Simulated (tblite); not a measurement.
## CH10As2Si2: relaxed scan

CH10As2Si2, computed with GFN2-xTB relaxed scan under a harmonic restraint, gas phase (tblite 0.8.0).

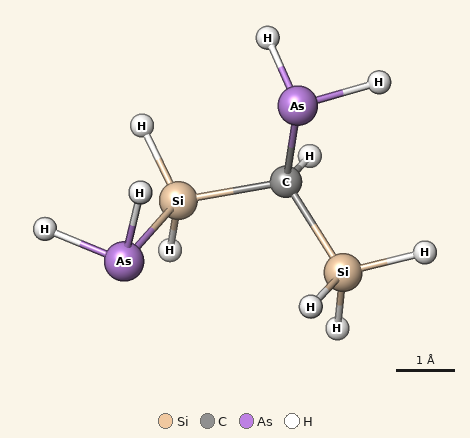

Fig. 1: The structure (ball-and-stick view, seen on its broad side).

Summary

- outcome: converged
- hardware: 1 CPU thread, shared host
- wall time: 2 s
- peak memory: 0.19 GiB

Input file
```
{"job": {"xc": "GFN2-xTB", "basis": "xTB", "coordinate": [["t", [10, 1, 9, 2], 0.3333333333333333], ["t", [1, 9, 10, 2], 0.3333333333333333], ["t", [9, 10, 1, 2], 0.3333333333333333]], "kind": "drive"}, "charge": 0, "multiplicity": 1}
Si    -1.628992    -1.116218    -0.519662
C     -0.700472     0.297167     0.340380
As    -0.421065     1.772945    -0.964846
Si     0.987222    -0.225818     1.055187
As     2.318217    -1.153346    -0.609870
H     -2.905692    -0.619898    -1.054905
H     -0.799728    -1.619196    -1.630338
H     -1.889055    -2.196241     0.440293
H     -1.312354     0.678548     1.161656
H     -0.066348     2.798414     0.090381
H     -1.850389     2.259082    -0.906565
H      0.753386    -1.212633     2.131198
H      1.572148     0.959561     1.722993
H      2.355547     0.141632    -1.377068
H      3.583162    -0.756011     0.099254
```

The first line tells a small driver script what to run in tblite; the rest is the geometry in Å.

Command:
```bash
OMP_NUM_THREADS=1 python <driver script> task.json out
```

What the program printed
```
point  coordinate     E/eV
  0    -45.000     -419.12974
  1    -34.600     -418.59012
  2    -22.600     -417.78045
  3      6.500     -416.78190
  4     22.400     -417.83296
  5     34.300     -418.61456
  6     44.700     -419.13202
  7     52.800     -419.33193
```
